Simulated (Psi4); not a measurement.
**CCSD/def2-TZVPP run of [NH4]+ (ammonium)**

What is the vertical ionisation energy of [NH4]+ (ammonium) at CCSD/def2-TZVPP? 

Program for the calculation: Psi4 1.11.

3 further runs of the same task are left out: 2 that didn't finish, 1 set aside as unsound or not needed.

**1. The system as given**

The species is [NH4]+ (5 atoms), meant as a singlet with charge +1. As SMILES, `[NH4+]`. Geometry: relaxed at PBE0-D4/def2-TZVP.

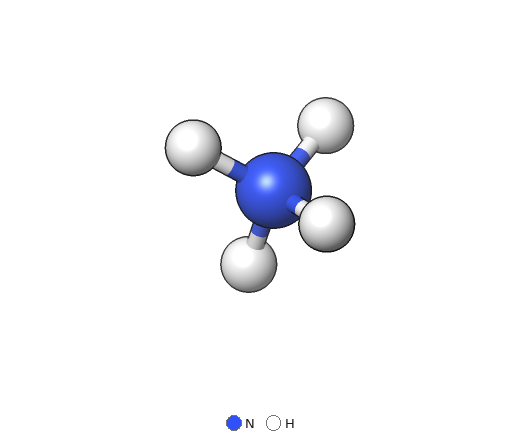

Viewed from a chosen angle; nitrogen blue, hydrogen white.

**2. A single-point energy at CCSD/def2-TZVPP**

The input, input.json:

```json
{
 "schema_name": "qcschema_input",
 "schema_version": 1,
 "molecule": {
  "schema_name": "qcschema_molecule",
  "schema_version": 2,
  "symbols": ["N", "H", "H", "H", "H"],
  "geometry": [1.89e-05, 1.89e-05, 0.0, 0.85666954, -0.84633274, 1.51368952, -1.83762638, 0.40852099, 0.44448248, 0.04524004, -1.19706591, -1.5186784, 0.93571679, 1.63485876, -0.4395125],
  "molecular_charge": 1,
  "molecular_multiplicity": 1,
  "fix_symmetry": "c1"
 },
 "driver": "energy",
 "model": {
  "method": "ccsd",
  "basis": "def2-TZVPP"
 },
 "keywords": {
  "puream": true,
  "e_convergence": 1e-09,
  "d_convergence": 1e-08,
  "scf_type": "pk",
  "num_frozen_docc": 1
 }
}
```

Command:

```sh
$ psi4 --qcschema input.json -n 1 --memory 2200MB
```

stdout:

```text
[...]
  Running in c1 symmetry.
[...]
  Nuclear repulsion =   16.375270093603586
[...]
  Multiplicity = 1
[...]
  Nalpha       = 5
  Nbeta        = 5
[...]
    Number of basis functions: 87
[...]
   @RHF iter   1:   -56.51887327771222   -1.13364e-02   3.25467e-03 DIIS/ADIIS
[...]
   @RHF iter   8:   -56.56604360429795   -2.23821e-12   2.06582e-09 DIIS
[...]
    Orbital Energies [Eh]
    ---------------------
    Doubly Occupied:
       1A    -15.938607     2A     -1.545675     3A     -0.999221
       4A     -0.999205     5A     -0.999199
[...]
  @RHF Final Energy:   -56.56604360429795
   => Energetics <=
    Nuclear Repulsion Energy =             16.3752700936035858
    One-Electron Energy =                -104.9188155613573059
    Two-Electron Energy =                  31.9775018634557640
    Total Energy =                        -56.5660436042979526
[...]
 Multipole Moments:
 ------------------------------------------------------------------------------------
     Multipole            Electronic (a.u.)      Nuclear  (a.u.)        Total (a.u.)
 ------------------------------------------------------------------------------------
 L = 1.  Multiply by 2.5417464519 to convert [e a0] to [Debye]
 Dipole X            :          0.0000134           -0.0000291           -0.0000157
 Dipole Y            :          0.0000145           -0.0000364           -0.0000220
 Dipole Z            :          0.0000023           -0.0000073           -0.0000049
 Magnitude           :                                                    0.0000275
[...]
      * MP2 total energy                      =  -56.794499082186277
[...]
      * CCSD total energy                     =  -56.809889770159558
[...]
```

The result, in JSON:

```text
{
 "driver": "energy",
 "model": {
  "method": "ccsd",
  "basis": "def2-TZVPP"
 },
 "success": true,
 "return_result": -56.80988977015956,
 "properties": {
  "calcinfo_nbasis": 87,
  "calcinfo_nmo": 87,
  "calcinfo_nalpha": 5,
  "calcinfo_nbeta": 5,
  "calcinfo_natom": 5,
  "nuclear_repulsion_energy": 16.375270093603586,
  "return_energy": -56.80988977015956,
  "scf_one_electron_energy": -104.9188155613573,
  "scf_two_electron_energy": 31.977501863455764,
  "scf_dipole_moment": [-1.5737325393248847e-05, -2.1951578127388932e-05, -4.932153471561007e-06],
  "scf_total_energy": -56.56604360429795,
  "scf_iterations": 8,
  "mp2_same_spin_correlation_energy": -0.04764827494712576,
  "mp2_opposite_spin_correlation_energy": -0.18080720294098473,
  "mp2_singles_energy": -5.548357432555863e-26,
  "mp2_doubles_energy": -0.2284554778881105,
  "mp2_correlation_energy": -0.2284554778881105,
  "mp2_total_energy": -56.79449908218628,
  "ccsd_same_spin_correlation_energy": -0.04420822577594172,
  "ccsd_opposite_spin_correlation_energy": -0.19963794008545152,
  "ccsd_singles_energy": 0.0,
  "ccsd_doubles_energy": -0.24384616586139324,
  "ccsd_correlation_energy": -0.24384616586139396,
  "ccsd_total_energy": -56.80988977015956,
  "ccsd_iterations": 12
 }
}
```

Wall time 37 s (1 thread of Intel Xeon at 2.50GHz (Skylake/Cascade Lake), shared host); peak memory 0.9 GiB.

**3. Doublet [NH4]2+, same level**

The input, h4n_ase.py:

```python
import numpy as np
from ase.calculators.psi4 import Psi4
from ase import Atoms

atoms = Atoms(['N', 'H', 'H', 'H', 'H'], positions=[
    [0.000010, 0.000010, 0.000000],
    [0.453330, -0.447860, 0.801010],
    [-0.972430, 0.216180, 0.235210],
    [0.023940, -0.633460, -0.803650],
    [0.495160, 0.865130, -0.232580],
])
calc = Psi4(atoms=atoms, method='ccsd', basis='def2-TZVPP', memory='2200MB', num_threads=1, charge=2, multiplicity=2, label='calc', reference='uhf')
calc.psi4.set_options({'puream': True, 'e_convergence': 1e-09, 'd_convergence': 1e-08, 'scf_type': 'pk', 'num_frozen_docc': 1, 'maxiter': 100})
atoms.calc = calc

print(f'energy: {atoms.get_potential_energy():.6f} eV')
```

Command:

```sh
$ python h4n_ase.py
```

calc.dat:

```text
[...]
  Running in c1 symmetry.
[...]
  Nuclear repulsion =   16.375270078084789
[...]
  Multiplicity = 2
[...]
  Nalpha       = 5
  Nbeta        = 4
[...]
    Number of basis functions: 87
[...]
   @UHF iter   1:   -55.54826703065230    9.59270e-01   4.03093e-03 DIIS/ADIIS
[...]
   @UHF iter  27:   -55.63165421775937   -1.98241e-12   2.39389e-09 DIIS
[...]
   @S^2 Observed:                7.589699956E-01
[...]
    Orbital Energies [Eh]
    ---------------------
    Alpha Occupied:
       1A    -16.423806     2A     -2.043383     3A     -1.542947
       4A     -1.454185     5A     -1.435423
    Alpha Virtual:
       6A     -0.403641     7A     -0.344090     8A     -0.314557
       9A     -0.299369    10A     -0.194236    11A     -0.186309
      12A     -0.175689    13A     -0.002968    14A      0.005075
      15A      0.018583    16A      0.029075    17A      0.057947
      18A      0.066404    19A      0.194381    20A      0.450506
      21A      0.469165    22A      0.484380    23A      0.658416
      24A      0.661202    25A      0.668821    26A      0.728968
[...]
  @UHF Final Energy:   -55.63165421775937
   => Energetics <=
    Nuclear Repulsion Energy =             16.3752700780847888
    One-Electron Energy =                 -99.9734583780100934
    Two-Electron Energy =                  27.9665340821659392
    Total Energy =                        -55.6316542177593760
  UHF NO Occupations:
  HONO-2 :    3  A 1.9994588
  HONO-1 :    4  A 1.9963787
[...]
 Multipole Moments:
 ------------------------------------------------------------------------------------
     Multipole            Electronic (a.u.)      Nuclear  (a.u.)        Total (a.u.)
 ------------------------------------------------------------------------------------
 L = 1.  Multiply by 2.5417464519 to convert [e a0] to [Debye]
 Dipole X            :          0.0850166           -0.0000291            0.0849875
 Dipole Y            :         -0.1925055           -0.0000364           -0.1925419
 Dipole Z            :         -0.0003438           -0.0000073           -0.0003511
 Magnitude           :                                                    0.2104647
[...]
      * MP2 total energy                      =  -55.811171520777798
[...]
      * CCSD total energy                     =  -55.830036523409007
```

The script printed:

```text
energy: -1519.212676 eV
```

Wall time 84 s (1 thread of Intel Xeon at 2.50GHz (Skylake/Cascade Lake), shared host); peak memory 0.95 GiB.

**4. Results**

At CCSD/def2-TZVPP, 1 core orbital frozen:

| quantity | value |
| --- | --- |
| singlet [NH4]+: total energy | -56.80989 Eh |
| singlet [NH4]+: HOMO energy (Hartree–Fock orbitals) | -27.19 eV |
| singlet [NH4]+: LUMO energy (Hartree–Fock orbitals) | -3.24 eV |
| singlet [NH4]+: HOMO–LUMO gap (Hartree–Fock orbitals) | 23.95 eV |
| singlet [NH4]+: correlation energy (1 core orbital frozen) | -243.8 mEh |
| singlet [NH4]+: T1 diagnostic | 0.005 |
| doublet [NH4]2+: total energy | -55.83004 Eh |
| doublet [NH4]2+: HOMO energy (Hartree–Fock orbitals) (highest over α and β) | -38.45 eV |
| doublet [NH4]2+: LUMO energy (Hartree–Fock orbitals) (lowest over α and β) | -23.89 eV |
| doublet [NH4]2+: correlation energy (1 core orbital frozen) | -198.4 mEh |
| doublet [NH4]2+: ⟨S²⟩ of the reference determinant | 0.759 |
| doublet [NH4]2+: T1 diagnostic | 0.010 |
| vertical ionisation energy (to the doublet dication) | 26.663 eV |

The vertical ionisation energy comes to 26.66 eV (615 kcal/mol).
